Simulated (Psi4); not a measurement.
## Frequency calculation, with input and output: CH3AlCl (part 2 of 3)

CH3AlCl, multiplicity 2, SMILES [CH3][Al][Cl]; HF/aug-cc-pVDZ, UHF (Psi4 1.11). The geometry comes from this level: PBE0-D4/def2-TZVP.

Geometry of the input (Å):
```
C  -0.4414  0.4490  -0.2872
Al 0.1231  -1.3529  0.2545
Cl 2.0286  -1.5463  1.1688
H  0.3353  1.1773  -0.0414
H  -1.3682  0.7278  0.2221
H  -0.6352  0.4810  -1.3631
```

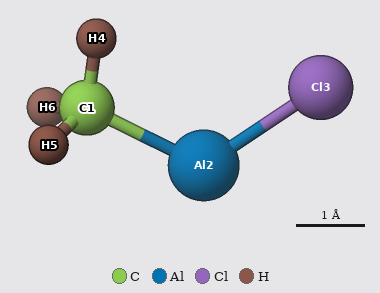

Fig. 1: The structure (ball-and-stick view, seen at a tilt; atoms are numbered from 1 in the order of the input). Sticks mark near contacts.

The program's output, continued
```
         ---------------------------------------------------------
                                   SCF
                              UHF Reference
                        1 Threads,   1525 MiB Core
         ---------------------------------------------------------

  ==> Geometry <==

    Molecular point group: c1
    Full point group: C1

    Geometry (in Angstrom), charge = 0, multiplicity = 2:

       Center              X                  Y                   Z               Mass
    ------------   -----------------  -----------------  -----------------  -----------------
         C           -1.315479635518     1.524467467595    -0.847134771623    12.000000000000
         AL          -0.750979635518    -0.277432532405    -0.305434771623    26.981538530000
         CL           1.154520364482    -0.470832532405     0.608865228377    34.968852682000
         H           -0.538779635518     2.252767467595    -0.601334771623     1.007825032230
         H           -2.242279635518     1.803267467595    -0.337834771623     1.007825032230
         H           -1.509279635518     1.556467467595    -1.923034771623     1.007825032230

  Running in c1 symmetry.

  Rotational constants: A =      0.78523  B =      0.11452  C =      0.10184 [cm^-1]
  Rotational constants: A =  23540.57703  B =   3433.35290  C =   3053.09711 [MHz]
  Nuclear repulsion =  116.150337043944958

  Charge       = 0
  Multiplicity = 2
  Electrons    = 39
  Nalpha       = 20
  Nbeta        = 19

  ==> Algorithm <==

  SCF Algorithm Type is DF.
  DIIS enabled.
  MOM disabled.
  Fractional occupation disabled.
  Guess Type is SAD.
  Energy threshold   = 1.00e-08
  Density threshold  = 1.00e-08
  Integral threshold = 1.00e-12

  ==> Primary Basis <==

  Basis Set: AUG-CC-PVDZ
    Blend: AUG-CC-PVDZ
    Number of shells: 46
    Number of basis functions: 104
    Number of Cartesian functions: 110
    Spherical Harmonics?: true
    Max angular momentum: 2

   => Loading Basis Set <=

    Name: (AUG-CC-PVDZ AUX)
    Role: JKFIT
    Keyword: DF_BASIS_SCF

  ==> Integral Setup <==

  DFHelper Memory: AOs need 0.038 GiB; user supplied 1.118 GiB.
  SCF_SUBTYPE=INCORE selected. In-core MEM_DF algorithm will be used.
  Using in-core AOs.

  ==> MemDFJK: Density-Fitted J/K Matrices <==

    J tasked:                   Yes
    K tasked:                   Yes
    wK tasked:                   No
    Memory [MiB]:              1144
    Algorithm:                 Core
    Schwarz Cutoff:           1E-12
    Mask sparsity (%):       0.0000
    Fitting Condition:        1E-10

   => Auxiliary Basis Set <=

  Basis Set: (AUG-CC-PVDZ AUX)
    Blend: AUG-CC-PVDZ-JKFIT
    Number of shells: 144
    Number of basis functions: 438
    Number of Cartesian functions: 506
    Spherical Harmonics?: true
    Max angular momentum: 3

  Minimum eigenvalue in the overlap matrix is 5.8567621203E-04.
  Reciprocal condition number of the overlap matrix is 6.3536877945E-05.
    Using symmetric orthogonalization.

  ==> Pre-Iterations <==

  SCF Guess: Superposition of Atomic Densities via on-the-fly atomic UHF (no occupation information).

   -------------------------
    Irrep   Nso     Nmo
   -------------------------
     A        104     104
   -------------------------
    Total     104     104
   -------------------------

  ==> Iterations <==

                           Total Energy        Delta E     RMS |[F,P]|

   @DF-UHF iter SAD:  -740.30927690672740   -7.40309e+02   0.00000e+00
   @DF-UHF iter   1:  -740.95999155334130   -6.50715e-01   4.39996e-03 ADIIS/DIIS
   @DF-UHF iter   2:  -741.06421145028730   -1.04220e-01   2.04540e-03 ADIIS/DIIS
   @DF-UHF iter   3:  -741.09001974798127   -2.58083e-02   3.06807e-04 ADIIS/DIIS
   @DF-UHF iter   4:  -741.09180758399145   -1.78784e-03   8.79216e-05 DIIS
   @DF-UHF iter   5:  -741.09193901508911   -1.31431e-04   3.09090e-05 DIIS
   @DF-UHF iter   6:  -741.09196314239568   -2.41273e-05   1.22437e-05 DIIS
   @DF-UHF iter   7:  -741.09196740494440   -4.26255e-06   5.57259e-06 DIIS
   @DF-UHF iter   8:  -741.09196835913929   -9.54195e-07   2.55210e-06 DIIS
   @DF-UHF iter   9:  -741.09196858834582   -2.29207e-07   1.04163e-06 DIIS
   @DF-UHF iter  10:  -741.09196862858028   -4.02345e-08   3.21860e-07 DIIS
   @DF-UHF iter  11:  -741.09196863158604   -3.00577e-09   1.12374e-07 DIIS
   @DF-UHF iter  12:  -741.09196863191153   -3.25485e-10   3.64399e-08 DIIS
   @DF-UHF iter  13:  -741.09196863194666   -3.51292e-11   9.68593e-09 DIIS
  Energy and wave function converged.

  ==> Post-Iterations <==

   @Spin Contamination Metric:   5.739574785E-03
   @S^2 Expected:                7.500000000E-01
   @S^2 Observed:                7.557395748E-01
   @S   Expected:                5.000000000E-01
   @S   Observed:                5.000000000E-01

    Orbital Energies [Eh]
    ---------------------

    Alpha Occupied:

       1A   -104.808531     2A    -58.521361     3A    -11.219185
       4A    -10.536904     5A     -8.004636     6A     -8.001633
       7A     -8.001510     8A     -4.933476     9A     -3.247667
      10A     -3.244531    11A     -3.243084    12A     -1.071311
      13A     -0.940893    14A     -0.566458    15A     -0.559210
      16A     -0.556456    17A     -0.472926    18A     -0.459046
      19A     -0.451478    20A     -0.308933

    Alpha Virtual:

      21A      0.020041    22A      0.032227    23A      0.035222
      24A      0.042321    25A      0.059112    26A      0.073489
      27A      0.074426    28A      0.081288    29A      0.114120
      30A      0.125471    31A      0.139764    32A      0.140261
      33A      0.166565    34A      0.172469    35A      0.173498
      36A      0.180085    37A      0.189527    38A      0.194117
      39A      0.207113    40A      0.234825    41A      0.250835
      42A      0.278940    43A      0.298313    44A      0.314854
      45A      0.327871    46A      0.374050    47A      0.387587
      48A      0.395855    49A      0.404851    50A      0.417775
      51A      0.443384    52A      0.444743    53A      0.445867
      54A      0.462731    55A      0.469684    56A      0.492922
      57A      0.515357    58A      0.519182    59A      0.569240
      60A      0.573114    61A      0.577690    62A      0.586830
      63A      0.624926    64A      0.665024    65A      0.670946
      66A      0.677865    67A      0.699212    68A      0.703341
      69A      0.731295    70A      0.754920    71A      0.852566
      72A      0.862199    73A      0.882727    74A      0.931062
      75A      0.976244    76A      1.004786    77A      1.060849
      78A      1.094950    79A      1.107220    80A      1.183629
      81A      1.340885    82A      1.380613    83A      1.399220
      84A      1.446010    85A      1.451623    86A      1.490875
      87A      1.502531    88A      1.512363    89A      1.590685
      90A      1.745113    91A      1.810631    92A      1.884520
      93A      1.932104    94A      2.041906    95A      2.054276
      96A      2.094312    97A      2.228322    98A      2.241120
      99A      2.348670   100A      2.509752   101A      2.529673
     102A      2.819414   103A      2.928483   104A      2.941039

    Beta Occupied:

       1A   -104.807710     2A    -58.517128     3A    -11.214046
       4A    -10.535956     5A     -8.002282     6A     -8.001257
       7A     -8.000276     8A     -4.925452     9A     -3.241416
      10A     -3.240752    11A     -3.234037    12A     -1.064536
      13A     -0.927700    14A     -0.559472    15A     -0.553616
      16A     -0.537218    17A     -0.458531    18A     -0.458143
      19A     -0.425483

    Beta Virtual:

      20A      0.011026    21A      0.029122    22A      0.033916
      23A      0.039473    24A      0.063173    25A      0.072606
      26A      0.075064    27A      0.085892    28A      0.091228
      29A      0.121923    30A      0.135723    31A      0.143264
      32A      0.147922    33A      0.175007    34A      0.175807
      35A      0.180128    36A      0.185046    37A      0.191914
      38A      0.199852    39A      0.211750    40A      0.245135
      41A      0.253851    42A      0.292067    43A      0.316924
      44A      0.318044    45A      0.330620    46A      0.384020
      47A      0.395508    48A      0.408631    49A      0.414871
      50A      0.420396    51A      0.448936    52A      0.453089
      53A      0.455465    54A      0.477043    55A      0.485535
      56A      0.498491    57A      0.519975    58A      0.535399
      59A      0.574357    60A      0.577222    61A      0.590011
      62A      0.592744    63A      0.633531    64A      0.669565
      65A      0.681227    66A      0.688424    67A      0.704233
      68A      0.711807    69A      0.738312    70A      0.769319
      71A      0.859528    72A      0.873612    73A      0.894851
      74A      0.939486    75A      0.977566    76A      1.011103
      77A      1.064984    78A      1.098823    79A      1.108266
      80A      1.185733    81A      1.353242    82A      1.382674
      83A      1.402752    84A      1.447458    85A      1.453691
      86A      1.493598    87A      1.507124    88A      1.516737
      89A      1.594576    90A      1.750741    91A      1.815503
      92A      1.884400    93A      1.937788    94A      2.043392
      95A      2.056615    96A      2.100478    97A      2.231358
      98A      2.244890    99A      2.350447   100A      2.512007
     101A      2.531925   102A      2.820605   103A      2.930678
     104A      2.943510

    Final Occupation by Irrep:
              A
    DOCC [    19 ]
    SOCC [     1 ]
    NA   [    20 ]
    NB   [    19 ]

  @DF-UHF Final Energy:  -741.09196863194666

   => Energetics <=

    Nuclear Repulsion Energy =            116.1503370439449583
    One-Electron Energy =               -1256.6303712979640750
    Two-Electron Energy =                 399.3880656220723608
    Total Energy =                       -741.0919686319466564

  UHF NO Occupations:
  HONO-2 :   18  A 1.9997224
  HONO-1 :   19  A 1.9976424
  HONO-0 :   20  A 1.0000000
  LUNO+0 :   21  A 0.0023576
  LUNO+1 :   22  A 0.0002776
  LUNO+2 :   23  A 0.0001224
  LUNO+3 :   24  A 0.0000356

Computation Completed

Properties will be evaluated at   0.000000,   0.000000,   0.000000 [a0]

Properties computed using the SCF density matrix

 Multipole Moments:

 ------------------------------------------------------------------------------------
     Multipole            Electronic (a.u.)      Nuclear  (a.u.)        Total (a.u.)
 ------------------------------------------------------------------------------------

 L = 1.  Multiply by 2.5417464519 to convert [e a0] to [Debye]
 Dipole X            :          3.6408473           -4.3824748           -0.7416274
 Dipole Y            :         -5.7393891            5.9498617            0.2104726
 Dipole Z            :          2.5805006           -2.9573384           -0.3768378
 Magnitude           :                                                    0.8580890

 ------------------------------------------------------------------------------------

	total time  =          1 seconds =       0.02 minutes

         ------------------------------------------------------------
                                   SCF HESS
         ------------------------------------------------------------

  ==> Geometry <==

    Molecular point group: c1
    Full point group: C1

    Geometry (in Angstrom), charge = 0, multiplicity = 2:

       Center              X                  Y                   Z               Mass
    ------------   -----------------  -----------------  -----------------  -----------------
         C           -1.315479635518     1.524467467595    -0.847134771623    12.000000000000
         AL          -0.750979635518    -0.277432532405    -0.305434771623    26.981538530000
         CL           1.154520364482    -0.470832532405     0.608865228377    34.968852682000
         H           -0.538779635518     2.252767467595    -0.601334771623     1.007825032230
         H           -2.242279635518     1.803267467595    -0.337834771623     1.007825032230
         H           -1.509279635518     1.556467467595    -1.923034771623     1.007825032230

  Nuclear repulsion =  116.150337043944958

  ==> Basis Set <==

  Basis Set: AUG-CC-PVDZ
    Blend: AUG-CC-PVDZ
    Number of shells: 46
    Number of basis functions: 104
    Number of Cartesian functions: 110
    Spherical Harmonics?: true
    Max angular momentum: 2

  ==> DFJKGrad: Density-Fitted SCF Gradients <==

    Gradient:                    2
    J tasked:                  Yes
    K tasked:                  Yes
    wK tasked:                  No
    Integrals threads:           1
    Memory [MiB]:             1144
    Schwarz Cutoff:          1E-12
    Fitting Condition:       1E-10

   => Auxiliary Basis Set <=

  Basis Set: (AUG-CC-PVDZ AUX)
    Blend: AUG-CC-PVDZ-JKFIT
    Number of shells: 144
    Number of basis functions: 438
    Number of Cartesian functions: 506
    Spherical Harmonics?: true
    Max angular momentum: 3

  DFHelper Memory: AOs need 0.038 GiB; user supplied 1.341 GiB.
  SCF_SUBTYPE=INCORE selected. In-core MEM_DF algorithm will be used.
  Using in-core AOs.

  ==> MemDFJK: Density-Fitted J/K Matrices <==

    J tasked:                   Yes
    K tasked:                   Yes
    wK tasked:                   No
    Memory [MiB]:              1373
    Algorithm:                 Core
    Schwarz Cutoff:           1E-12
    Mask sparsity (%):       0.0000
    Fitting Condition:        1E-10

   => Auxiliary Basis Set <=

  Basis Set: (AUG-CC-PVDZ AUX)
    Blend: AUG-CC-PVDZ-JKFIT
    Number of shells: 144
    Number of basis functions: 438
    Number of Cartesian functions: 506
    Spherical Harmonics?: true
    Max angular momentum: 3

   ==> Coupled-Perturbed UHF Solver <==

    Maxiter             =         100
    Convergence         =   1.000E-06
    Number of equations =          36
   -----------------------------------------------------
     Iter   Residual RMS      Max RMS  Remain  Time [s]
   -----------------------------------------------------
        1      4.016e-01    5.433e-01      18         2
        2      1.271e-01    2.829e-01      18         3
        3      5.419e-02    1.713e-01      18         4
        4      2.516e-02    6.549e-02      18         5
        5      1.014e-02    2.278e-02      18         6
        6      4.123e-03    7.368e-03      18         7
        7      1.571e-03    2.597e-03      18         8
        8      6.499e-04    1.029e-03      18         9
        9      2.431e-04    3.930e-04      18        10
       10      9.981e-05    1.733e-04      18        11
       11      4.203e-05    7.490e-05      18        12
       12      1.580e-05    3.066e-05      18        13
       13      6.489e-06    1.279e-05      18        14
       14      2.420e-06    3.981e-06      16        15
       15      9.116e-07    1.416e-06       9        16
       16      5.170e-07    5.140e-07       0        16
  ## Total Hessian (Symmetry 0) ##
  Irrep: 1 Size: 18 x 18

                 1                   2                   3                   4                   5

    1     0.51741299231517     0.05253075775975    -0.00338596874203    -0.02311620369402     0.01671526705772
    2     0.05253075775975     0.38322805950474     0.04358587641503     0.03011619869414    -0.11279273384486
    3    -0.00338596874203     0.04358587641503     0.49871470675735    -0.01302889210102     0.02448129861165
    4    -0.02311620369402     0.03011619869414    -0.01302889210102     0.15810262540929    -0.03674584800091
    5     0.01671526705772    -0.11279273384486     0.02448129861165    -0.03674584800091     0.14225443716321
    6    -0.01095491363762     0.03068741321466    -0.01498574705010     0.07713645884006    -0.03848958755965
    7    -0.00088882518674    -0.00229383379824    -0.00110216273861    -0.12948914416037     0.01365944287119
    8     0.00927684033902     0.00273648503940     0.00423355549138     0.00468710520464    -0.00982300262135
    9    -0.00288789011763    -0.00113724104023     0.00108051162779    -0.06200162645168     0.00825917204957
   10    -0.18496790433979    -0.13476062006520    -0.04178919186119     0.00249032389395     0.00539988007765
   11    -0.15659978290027    -0.17699181313420    -0.05252252124394    -0.01158687085910    -0.01501724643606
   12    -0.03838842019187    -0.04243082438516    -0.06039664429380     0.00301539075862     0.00481255742665
   13    -0.25437188431838     0.05829860686277     0.11658514708290    -0.00480344976341     0.00084648710329
   14     0.07901362223699    -0.06064905760181    -0.05265553276339     0.01021335931854    -0.00350885811989
   15     0.10533071213153    -0.03576968820775    -0.09950675851221    -0.00424157022807     0.00084870850511
   16    -0.05406817400903    -0.00389110948547    -0.05727893128800    -0.00318415198770     0.00012477098505
   17    -0.00093670425346    -0.03553094031377     0.03287732308580     0.00331605582979    -0.00111259588858
   18    -0.04971351951043     0.00506446353008    -0.32490606827330    -0.00087976109500     0.00008785145341

                 6                   7                   8                   9                  10
```
